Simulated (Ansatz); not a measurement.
# Work function of Rh(100): what the settings cost and change, part 2 of 2

Aim: the work function of Rh(100) against thickness and vacuum, with the cost.

Ansatz 0.2.0; plane-wave DFT, PBE, Ansatz PAW.

So far, work function, upper face (eV): step 2 (slab, setting 1 layer) 5.60; step 4 (slab, 3 atoms) 4.98; step 5 (slab, 4 atoms) 5.08; step 6 (run, 5 atoms) 5.07; step 7 (run, 6 atoms) 5.06.

**8. Run, 8 atoms**

System of this step: Rh(100). The cell holds 8 atoms: 8 Rh. Its edges and angles: a = 2.687 Å, b = 2.687 Å, c = 31.300 Å, α = 90.0°, β = 90.0°, γ = 90.0°. Vacuum lies along c.

Contents of input.yaml:

```yaml
crystal:
  lattice:
    - [2.6870057685, 0.0, 0.0]
    - [0.0, 2.6870057685, 0.0]
    - [0.0, 0.0, 31.3]
  atoms:
    - { symbol: Rh, position: [0.5, 0.5, 0.2875399361] }
    - { symbol: Rh, position: [0.0, 0.0, 0.3482428115] }
    - { symbol: Rh, position: [0.5, 0.5, 0.4089456869] }
    - { symbol: Rh, position: [0.0, 0.0, 0.4696485623] }
    - { symbol: Rh, position: [0.5, 0.5, 0.5303514377] }
    - { symbol: Rh, position: [0.0, 0.0, 0.5910543131] }
    - { symbol: Rh, position: [0.5, 0.5, 0.6517571885] }
    - { symbol: Rh, position: [0.0, 0.0, 0.7124600639] }
kpoints:
  mp_grid: { grid: [15, 15, 1] }
hamiltonian:
  xc: pbe
scf:
  occupations: { method: fermi_dirac, width: 0.1 }
  convergence: { dr2_threshold: 1.0e-09 }
efield:
  axis: 3
  dipole_correction: true
  ramp_position: 0.97
  ramp_width: 0.06
output:
  write_potential: true
  write_density: true
  volumetric_format: npy
```

On the command line:

```sh
$ ansatz run input.yaml --threads 2 --pin off --max-ram 3072MiB --backend cpu --events-out ev --progress --plain --runs-dir out
```

Numbers of over 12 decimals in the logs are rounded to 6 here.

Log:

```text
[...]
Crystal: 8 atoms, lattice volume = 225.986 Å³
Basis set: ecut = 420 eV, 4469 PW (Γ)
Bands: 82, of which v1, the nominal top of the filled ones, is band 68 counted from 1 (67 counted from 0)
Symmetry: 8 space group operations
k-points: 36 of 225
[...]
k-point 0: bands = [... 64 lower, 7.5527, 7.7851, 7.8405, 8.0855, 8.2816, 8.2816, 8.3948, 8.6724, ... 10 higher]
  k-point 1: bands = [... 64 lower, 7.5368, 7.7879, 7.8719, 8.0195, 8.1703, 8.2286, 8.4747, 8.5937, ... 10 higher]
  k-point 2: bands = [... 64 lower, 7.5005, 7.5321, 7.7175, 7.7202, 7.9485, 8.0202, 8.1668, 8.3868, ... 10 higher]
  k-point 35: bands = [... 64 lower, 9.1038, 9.2184, 9.2247, 9.2327, 9.2338, 9.2405, 9.7268, 9.7443, ... 10 higher]
[key lines of the parts left out:]
SCF converged after 11 iterations
Free energy (F): -51221.081386 eV
Fermi energy:    8.304927 eV
Dipole field:    D = 0.000005 V/Å  (p = 0.000006 e·Å, saw-weighted, corrected)
Work function:   Φ+ = 5.0612 eV   Φ− = 5.0613 eV
```

Run time: 2 min. Hardware: 2 threads of Arm Neoverse N1, shared host; peak memory 0.91 GiB.

The work function is 5.061 eV, -0.000 eV from the run “6 layers”, at 1.6 times its CPU time.

**9. Run, 10 atoms**

System of this step: Rh(100). The cell holds 10 atoms: 10 Rh. Its edges and angles: a = 2.687 Å, b = 2.687 Å, c = 35.100 Å, α = 90.0°, β = 90.0°, γ = 90.0°. Vacuum lies along c.

input.yaml, the sections that differ from step 8:

```yaml
crystal:
  lattice:
    - [2.6870057685, 0.0, 0.0]
    - [0.0, 2.6870057685, 0.0]
    - [0.0, 0.0, 35.1]
  atoms:
    - { symbol: Rh, position: [0.5, 0.5, 0.2564102564] }
    - { symbol: Rh, position: [0.0, 0.0, 0.3105413105] }
    - { symbol: Rh, position: [0.5, 0.5, 0.3646723647] }
    - { symbol: Rh, position: [0.0, 0.0, 0.4188034188] }
    - { symbol: Rh, position: [0.5, 0.5, 0.4729344729] }
    - { symbol: Rh, position: [0.0, 0.0, 0.5270655271] }
    - { symbol: Rh, position: [0.5, 0.5, 0.5811965812] }
    - { symbol: Rh, position: [0.0, 0.0, 0.6353276353] }
    - { symbol: Rh, position: [0.5, 0.5, 0.6894586895] }
    - { symbol: Rh, position: [0.0, 0.0, 0.7435897436] }
# kpoints, hamiltonian, scf, efield, output: as in step 8
```

Log:

```text
[...]
Crystal: 10 atoms, lattice volume = 253.422 Å³
Basis set: ecut = 420 eV, 5009 PW (Γ)
Bands: 102, of which v1, the nominal top of the filled ones, is band 85 counted from 1 (84 counted from 0)
Symmetry: 8 space group operations
k-points: 36 of 225
[...]
k-point 1: bands = [... 81 lower, 9.1572, 9.2755, 9.4482, 9.4745, 9.6448, 9.8183, 9.8335, 9.9820, ... 13 higher]
  k-point 2: bands = [... 81 lower, 8.9796, 9.1230, 9.1331, 9.3608, 9.3775, 9.4824, 9.6490, 9.7392, ... 13 higher]
  k-point 35: bands = [... 81 lower, 10.7550, 10.7564, 10.7606, 10.7641, 10.7662, 10.7677, 10.7748, 11.2624, ... 13 higher]
[key lines of the parts left out:]
SCF converged after 11 iterations
Free energy (F): -64026.894714 eV
Fermi energy:    9.837327 eV
Dipole field:    D = 0.000005 V/Å  (p = 0.000008 e·Å, saw-weighted, corrected)
Work function:   Φ+ = 5.0591 eV   Φ− = 5.0592 eV
```

Run time: 2.9 min. Hardware: 2 threads; peak memory 1.2 GiB.

The work function is 5.059 eV, -0.002 eV from the run “8 layers”, at 1.4 times its CPU time.

**10. Slab, 13 atoms**

System of this step: Rh(100). The cell holds 13 atoms: 13 Rh. Cell: a = 2.687 Å, b = 2.687 Å, c = 40.800 Å, α = 90.0°, β = 90.0°, γ = 90.0°. Vacuum lies along c.

input.yaml, the sections that differ from step 9:

```yaml
crystal:
  lattice:
    - [2.6870057685, 0.0, 0.0]
    - [0.0, 2.6870057685, 0.0]
    - [0.0, 0.0, 40.8]
  atoms:
    - { symbol: Rh, position: [0.0, 0.0, 0.2205882353] }
    - { symbol: Rh, position: [0.5, 0.5, 0.2671568627] }
    - { symbol: Rh, position: [0.0, 0.0, 0.3137254902] }
    - { symbol: Rh, position: [0.5, 0.5, 0.3602941176] }
    - { symbol: Rh, position: [0.0, 0.0, 0.4068627451] }
    - { symbol: Rh, position: [0.5, 0.5, 0.4534313725] }
    - { symbol: Rh, position: [0.0, 0.0, 0.5] }
    - { symbol: Rh, position: [0.5, 0.5, 0.5465686275] }
    - { symbol: Rh, position: [0.0, 0.0, 0.5931372549] }
    - { symbol: Rh, position: [0.5, 0.5, 0.6397058824] }
    - { symbol: Rh, position: [0.0, 0.0, 0.6862745098] }
    - { symbol: Rh, position: [0.5, 0.5, 0.7328431373] }
    - { symbol: Rh, position: [0.0, 0.0, 0.7794117647] }
# kpoints, hamiltonian, scf, efield, output: as in step 9
```

Log:

```text
[...]
Crystal: 13 atoms, lattice volume = 294.576 Å³
Basis set: ecut = 420 eV, 5829 PW (Γ)
Bands: 133, of which v1, the nominal top of the filled ones, is band 111 counted from 1 (110 counted from 0)
Symmetry: 8 space group operations
k-points: 36 of 225
[...]
k-point 1: bands = [... 107 lower, 11.0537, 11.1186, 11.1498, 11.3464, 11.3958, 11.5910, 11.5965, 11.6142, ... 18 higher]
  k-point 2: bands = [... 107 lower, 10.8332, 10.9522, 10.9555, 11.0973, 11.1817, 11.2305, 11.2657, 11.5136, ... 18 higher]
  k-point 35: bands = [... 107 lower, 12.5238, 12.5241, 12.5259, 12.5273, 12.5285, 12.5291, 12.5315, 12.5452, ... 18 higher]
[key lines of the parts left out:]
SCF converged after 11 iterations
Free energy (F): -83235.604875 eV
Fermi energy:    11.600190 eV
Dipole field:    D = 0.000001 V/Å  (p = 0.000001 e·Å, saw-weighted, corrected)
Work function:   Φ+ = 5.0580 eV   Φ− = 5.0580 eV
```

Wall time 4.8 min (2 threads); peak memory 1.6 GiB; 8.7 min of CPU time.

The work function is 5.058 eV, -0.001 eV from the run “10 layers”, at 1.7 times its CPU time.

**11. Run, 7 atoms**

System of this step: Rh(100). The cell holds 7 atoms: 7 Rh. Cell: a = 2.687 Å, b = 2.687 Å, c = 21.400 Å, α = 90.0°, β = 90.0°, γ = 90.0°. Vacuum lies along c.

input.yaml, the sections that differ from step 10:

```yaml
crystal:
  lattice:
    - [2.6870057685, 0.0, 0.0]
    - [0.0, 2.6870057685, 0.0]
    - [0.0, 0.0, 21.4]
  atoms:
    - { symbol: Rh, position: [0.0, 0.0, 0.2336448598] }
    - { symbol: Rh, position: [0.5, 0.5, 0.3224299065] }
    - { symbol: Rh, position: [0.0, 0.0, 0.4112149533] }
    - { symbol: Rh, position: [0.5, 0.5, 0.5] }
    - { symbol: Rh, position: [0.0, 0.0, 0.5887850467] }
    - { symbol: Rh, position: [0.5, 0.5, 0.6775700935] }
    - { symbol: Rh, position: [0.0, 0.0, 0.7663551402] }
# kpoints, hamiltonian, scf, efield, output: as in step 10
```

Log:

```text
[...]
Crystal: 7 atoms, lattice volume = 154.508 Å³
Basis set: ecut = 420 eV, 3075 PW (Γ)
Bands: 72, of which v1, the nominal top of the filled ones, is band 60 counted from 1 (59 counted from 0)
Symmetry: 8 space group operations
k-points: 36 of 225
[...]
k-point 1: bands = [... 56 lower, 11.3880, 11.5727, 11.6154, 11.7117, 12.1315, 12.1589, 12.1867, 12.3946, ... 8 higher]
  k-point 2: bands = [... 56 lower, 11.1958, 11.3340, 11.4217, 11.6157, 11.6808, 11.9649, 12.1708, 12.3734, ... 8 higher]
  k-point 35: bands = [... 56 lower, 12.8556, 12.9600, 12.9700, 12.9783, 12.9807, 13.4673, 13.4901, 15.7605, ... 8 higher]
[key lines of the parts left out:]
SCF converged after 10 iterations
Free energy (F): -44818.185414 eV
Fermi energy:    12.046015 eV
Dipole field:    D = 0.000000 V/Å  (p = 0.000000 e·Å, saw-weighted, corrected)
Work function:   Φ+ = 5.0502 eV (in doubt: plateau slope 3.2e-2 eV/Å)   Φ− = 5.0519 eV (in doubt: plateau slope 2.2e-2 eV/Å)
```

The job ended after 71 s (2 threads; peak memory 0.65 GiB; 2 min of CPU time).

The work function is 5.050 eV. The program marks this work function as in doubt.

**12. Slab, 7 atoms**

The cell differs from the one that the last finished run ended in (c 21.400 → 25.400 Å).

input.yaml, the sections that differ from step 11:

```yaml
crystal:
  lattice:
    - [2.6870057685, 0.0, 0.0]
    - [0.0, 2.6870057685, 0.0]
    - [0.0, 0.0, 25.4]
  atoms:
    - { symbol: Rh, position: [0.0, 0.0, 0.2755905512] }
    - { symbol: Rh, position: [0.5, 0.5, 0.3503937008] }
    - { symbol: Rh, position: [0.0, 0.0, 0.4251968504] }
    - { symbol: Rh, position: [0.5, 0.5, 0.5] }
    - { symbol: Rh, position: [0.0, 0.0, 0.5748031496] }
    - { symbol: Rh, position: [0.5, 0.5, 0.6496062992] }
    - { symbol: Rh, position: [0.0, 0.0, 0.7244094488] }
# kpoints, hamiltonian, scf, efield, output: as in step 11
```

Log:

```text
[...]
Crystal: 7 atoms, lattice volume = 183.388 Å³
Basis set: ecut = 420 eV, 3625 PW (Γ)
Bands: 72, of which v1, the nominal top of the filled ones, is band 60 counted from 1 (59 counted from 0)
Symmetry: 8 space group operations
k-points: 36 of 225
[...]
k-point 0: bands = [... 56 lower, 8.6468, 8.9669, 9.1169, 9.1169, 9.3196, 9.6610, 9.8176, 9.8176, ... 8 higher]
  k-point 1: bands = [... 56 lower, 8.6944, 8.8797, 8.9227, 9.0187, 9.4385, 9.4671, 9.4936, 9.7015, ... 8 higher]
  k-point 2: bands = [... 56 lower, 8.5026, 8.6412, 8.7287, 8.9227, 8.9872, 9.2719, 9.4778, 9.6804, ... 8 higher]
  k-point 35: bands = [... 56 lower, 10.1626, 10.2669, 10.2770, 10.2853, 10.2877, 10.7743, 10.7971, 13.0675, ... 8 higher]
[key lines of the parts left out:]
SCF converged after 10 iterations
Free energy (F): -44818.185423 eV
Fermi energy:    9.353005 eV
Dipole field:    D = -0.000000 V/Å  (p = -0.000000 e·Å, saw-weighted, corrected)
Work function:   Φ+ = 5.0550 eV   Φ− = 5.0550 eV
```

Elapsed: 84 s, on 2 threads; peak memory 0.72 GiB; 2.5 min of CPU time.

The work function is 5.055 eV, +0.005 eV from the run “7 layers, 10 Å of vacuum”, at 1.2 times its CPU time.

**13. Run, 7 atoms (run 2)**

The cell differs from the one that the last finished run ended in (c 25.400 → 37.400 Å).

input.yaml, the sections that differ from step 12:

```yaml
crystal:
  lattice:
    - [2.6870057685, 0.0, 0.0]
    - [0.0, 2.6870057685, 0.0]
    - [0.0, 0.0, 37.4]
  atoms:
    - { symbol: Rh, position: [0.0, 0.0, 0.3475935829] }
    - { symbol: Rh, position: [0.5, 0.5, 0.3983957219] }
    - { symbol: Rh, position: [0.0, 0.0, 0.449197861] }
    - { symbol: Rh, position: [0.5, 0.5, 0.5] }
    - { symbol: Rh, position: [0.0, 0.0, 0.550802139] }
    - { symbol: Rh, position: [0.5, 0.5, 0.6016042781] }
    - { symbol: Rh, position: [0.0, 0.0, 0.6524064171] }
# kpoints, hamiltonian, scf, efield, output: as in step 12
```

Log:

```text
[...]
Crystal: 7 atoms, lattice volume = 270.028 Å³
Basis set: ecut = 420 eV, 5345 PW (Γ)
Bands: 72, of which v1, the nominal top of the filled ones, is band 60 counted from 1 (59 counted from 0)
Symmetry: 8 space group operations
k-points: 36 of 225
[...]
k-point 0: bands = [... 56 lower, 4.0239, 4.3440, 4.4940, 4.4940, 4.6967, 5.0381, 5.1947, 5.1947, ... 8 higher]
  k-point 1: bands = [... 56 lower, 4.0715, 4.2568, 4.2998, 4.3958, 4.8156, 4.8442, 4.8707, 5.0786, ... 8 higher]
  k-point 2: bands = [... 56 lower, 3.8797, 4.0184, 4.1058, 4.2998, 4.3643, 4.6490, 4.8549, 5.0575, ... 8 higher]
  k-point 35: bands = [... 56 lower, 5.5397, 5.6440, 5.6541, 5.6624, 5.6648, 6.1514, 6.1742, 8.4445, ... 8 higher]
[key lines of the parts left out:]
SCF converged after 10 iterations
Free energy (F): -44818.185406 eV
Fermi energy:    4.730114 eV
Dipole field:    D = 0.000000 V/Å  (p = 0.000000 e·Å, saw-weighted, corrected)
Work function:   Φ+ = 5.0550 eV   Φ− = 5.0550 eV
```

The job ended after 1.8 min (2 threads; peak memory 0.95 GiB).

The work function is 5.055 eV, +0.000 eV from the run “7 layers, 14 Å of vacuum”, at 1.3 times its CPU time.

**14. Comparing the runs**

Times are for 2 threads of Arm Neoverse N1, shared host. Results by setting:

```tsv
no.	setting	work function, upper face (eV)	time	memory (GiB)
1	1 layer	5.595	9.4 s	0.39
2	2 layers	5.125	16 s	0.39
3	3 layers	4.977	26 s	0.45
4	4 layers	5.077	37 s	0.5
5	5 layers	5.073	54 s	0.58
6	6 layers	5.061	76 s	0.69
7	8 layers	5.061	2 min	0.91
8	10 layers	5.059	2.9 min	1.2
9	13 layers	5.058	4.8 min	1.6
10	7 layers, 10 Å of vacuum	5.050	71 s	0.65
11	7 layers, 14 Å of vacuum	5.055	84 s	0.72
12	7 layers, 26 Å of vacuum	5.055	1.8 min	0.95
```

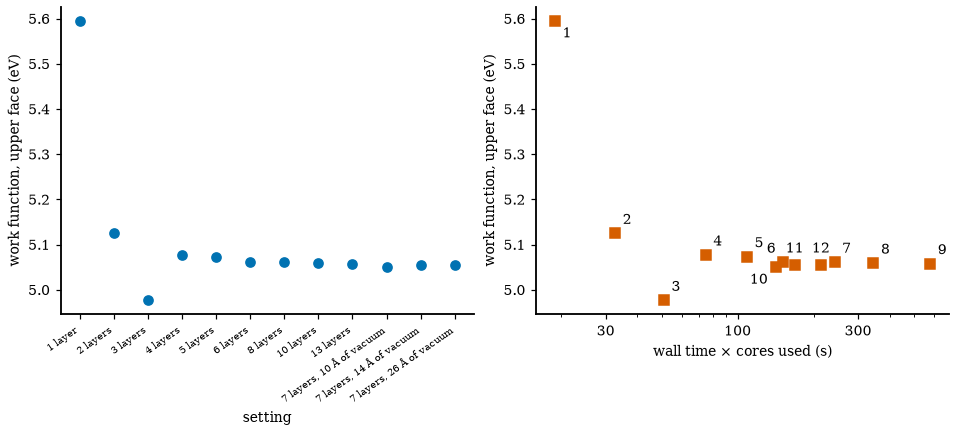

The series as plots; the last panel sets the first result against cost, with the runs numbered as in the table.

**15. A changed input**

System of this step: Rh(100) monolayer. The cell holds 1 atom: 1 Rh. Its edges and angles: a = 2.687 Å, b = 2.687 Å, c = 18.000 Å, α = 90.0°, β = 90.0°, γ = 90.0°. Vacuum lies along c.

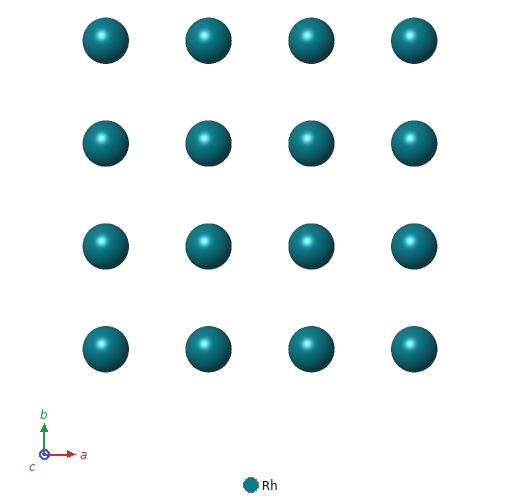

The cell of this step (rhodium blue). 4×4×1 cells are drawn.

An input spoilt on purpose, to show how the run answers: it repeats the earlier run “1 layer” with basis.ecutrho_ratio to 1, and scf.max_iter set to 50; its output block differs too.

input.yaml, the sections that differ from step 13:

```yaml
crystal:
  lattice:
    - [2.6870057685, 0.0, 0.0]
    - [0.0, 2.6870057685, 0.0]
    - [0.0, 0.0, 18.0]
  atoms:
    - { symbol: Rh, position: [0.5, 0.5, 0.5] }
scf:
  occupations: { method: fermi_dirac, width: 0.1 }
  convergence: { dr2_threshold: 1.0e-09 }
  max_iter: 50
basis:
  ecutrho_ratio: 1
# kpoints, hamiltonian, efield, output: as in step 13
```

Log:

```text
Warning: basis.ecutrho_ratio = 1 (ecutrho = 420 eV) is below the records' recommended 1680 eV
settings of this run that can trade accuracy for cost: basis.ecutrho_ratio < 4. Do not mix this run's numbers with those of runs without the same settings; the input reference describes each key
[...]
Crystal: 1 atoms, lattice volume = 129.960 Å³
Basis set: ecut = 420 eV, 2561 PW (Γ)
Bands: 13, of which v1, the nominal top of the filled ones, is band 9 counted from 1 (8 counted from 0)
Symmetry: 8 space group operations
k-points: 36 of 225
[...]
SCF iter   1: F=—  HF=-6400.907140 eV  |F-HF|=—  |Δ(HF+E_count)|=         —  Δρ=6.12e-3  dr2=1.09e-2  ethr=1.77e-3  p=0.000 e·Å  D=2.58e-14 V/Å  ΔV_dip=-0.00 eV  dr2_dipole=6.36e-13  V_vac-E_F(+/−)=5.51/5.51 eV  ⟨swp⟩=5.3  Hψ=2611  notcnv=0
[...]
SCF iter   9: F=-6400.933841 eV  HF=-6400.933841 eV  |F-HF|=8.82e-11  |Δ(HF+E_count)|=   8.97e-9  Δρ=4.78e-7  dr2=9.22e-11  ethr=5.88e-12  p=-0.000 e·Å  D=-1.13e-7 V/Å  ΔV_dip=0.00 eV  dr2_dipole=5.53e-13  V_vac-E_F(+/−)=5.67/5.67 eV  ⟨swp⟩=4.9  Hψ=1820  notcnv=0
[...]
SCF 1 converged in 9 iterations: F = -6400.933841 eV  dr2 = 9.22e-11
[...]
SCF converged after 9 iterations
Free energy (F): -6400.933841 eV
[...]
Internal energy: -6400.816398 eV  (E = F + TS)
E sigma→0 (E₀):  -6400.875119 eV
Entropy (-TS):   -0.117442 eV (-117.442 meV/atom)
Fermi energy:    -2.656081 eV
Dipole field:    D = 0.000001 V/Å  (p = 0.000001 e·Å, saw-weighted, corrected)
Work function:   Φ+ = 5.6653 eV   Φ− = 5.6651 eV
[...]
--- Band table (eV; the first three rows and the last of 36) ---
  k-point 0: bands = [... 5 lower, -6.2864, -3.8921, -2.4672, -2.4672, -1.9166, -0.7449, 1.8393, 2.4470]
  k-point 1: bands = [... 5 lower, -6.2065, -3.8527, -2.6884, -2.4578, -1.9914, -0.5108, 1.9308, 2.5463]
  k-point 2: bands = [... 5 lower, -5.8779, -3.7371, -3.1577, -2.4308, -2.1966, 0.0162, 2.2052, 2.8414]
  k-point 35: bands = [... 5 lower, -4.3260, -4.3098, -2.6328, -0.9345, 4.3301, 4.9005, 8.9410, 9.5146]
[...]
```

Run time: 7.7 s. Hardware: 2 threads; peak memory 0.36 GiB.

```tsv
quantity	this run	earlier run	difference
work function, upper face (eV)	5.665	5.595	0.070
```

It moves by +0.0699 eV.

With this change the program also warns of density in the ramp of the sawtooth; these numbers are not the system's.

**16. Outcome**

```
work function, 1 layer   : 5.595 eV
work function, 3 layers  : 4.977 eV
work function, 6 layers  : 5.061 eV
work function, 13 layers : 5.058 eV
```

In words: The thickest slab gives 5.06 eV, and the settings tried spread the value from 4.98 to 5.60 eV. At 18 Å of vacuum, the slabs from 4 layers on stay within 0.02 eV of the thickest. Going from 10 to 26 Å of vacuum moves it by 0.005 eV. The program marks the value as in doubt in “7 layers, 10 Å of vacuum”. The ladder's slabs use the tabulated experimental lattice constant (two decimals; a low-temperature value for the alkali metals). The main runs have no spin polarisation; a magnetic state could lie lower and would change these results. In 1 run of the series (7 layers, 10 Å of vacuum) the program warns that electrons reach the sawtooth's ramp, which makes dipole and work function less sure.

Computed beside measured:

| quantity | measured | 13 layers |
| --- | --- | --- |
| work function (clean (100) face, a compiled value) (eV) | 5.3 | 5.06 (-0.24 eV) |

Measured values from arxiv:1902.07811 (2019).

Verdict: The work function is off by -0.24 eV: fair agreement. The grades are ours: good and fair within 3 and 7 % for the work function. No cell relaxation is part of this session.

[Logs are printed without paths, hosts, clocks, repeated set-up lines and the standing remarks that a program may print on its own settings, such as how far it seeks lower states.]

[Hosts, paths, dates, database ids (printed as entryN), source tags and the programs' standing remarks are cut or masked in the printed files.]

[Maps of the electrostatic potential energy from Ansatz leave out the sawtooth potential of an applied field or a dipole correction, so their vacuum need not be flat; planar profiles and work functions include it.]
